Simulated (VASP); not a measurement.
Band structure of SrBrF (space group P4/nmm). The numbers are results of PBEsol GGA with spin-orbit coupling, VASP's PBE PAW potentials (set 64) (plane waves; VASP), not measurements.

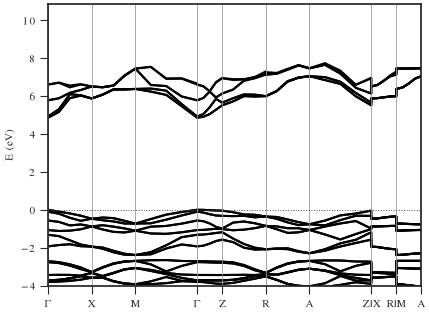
Fig. 1. Bands along high-symmetry lines, zero at the valence-band maximum or, without a gap, the Fermi level

### Question
Read the plot: is there a gap, and where are the band edges?

### Answer
The gap is direct, 4.86 eV, from the valence maximum at Γ to the conduction minimum at Γ.

The structure comes from a computed database's SrBrF entry (P4/nmm); how it stands against other phases isn't given here. It was relaxed first.
